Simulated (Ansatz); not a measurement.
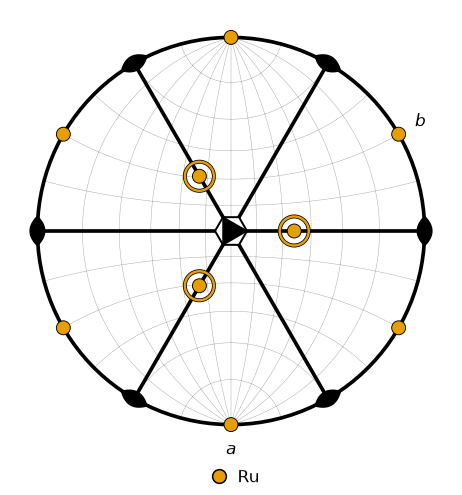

Directions from one ruthenium atom at (1/3, 2/3, 1/4) to its bonded neighbours, in stereographic projection down c (filled: above the plane of the page or in it, open: below). Crystal: Ru, coordinates from a relaxation with Ansatz 0.2.0, DFT PBE, scalar-relativistic, plane waves, PAW. All values are computed from the atomic coordinates in the standard setting (tolerance 0.002 Å).

Neighbours are counted up to 2.98 Å for Ru. The symmetry elements of the site are drawn in: heavy lines are mirror planes (a heavy rim: a mirror in the plane of the page); lens, triangle, square and hexagon are 2-, 3-, 4- and 6-fold axes, a lens in an open square is −4, a triangle in an open hexagon −6; thin dashed diameters join the ends of axes that lie in the page; a small open circle marks inversion.

```cif
data_structure
_symmetry_space_group_name_H-M 'P 1'
_symmetry_Int_Tables_number 1
_cell_length_a 2.7200
_cell_length_b 2.7200
_cell_length_c 4.2968
_cell_angle_alpha 90.000
_cell_angle_beta 90.000
_cell_angle_gamma 120.000
_cell_volume 27.53
loop_
_atom_site_label
_atom_site_type_symbol
_atom_site_fract_x
_atom_site_fract_y
_atom_site_fract_z
_atom_site_occupancy
Ru1 Ru 0.33333 0.66667 0.25000 1
Ru2 Ru 0.66667 0.33333 0.75000 1
```

### How many neighbours are there, and at what angles?

12: 6 Ru at 2.66 Å, 6 Ru at 2.72 Å. Angles between bonds: 59° (12×), 60° (6×), 61° (6×), 90° (12×), 108° (3×), 120° (6×), 121° (12×), 146° (6×), 180° (3×).

### What is the site's symmetry in the crystal?

Point group -6m2 (D3h), order 12: one −6 axis, three twofold axes, four mirror planes. In No. 194, P6_3/mmc this is Wyckoff position 2c.
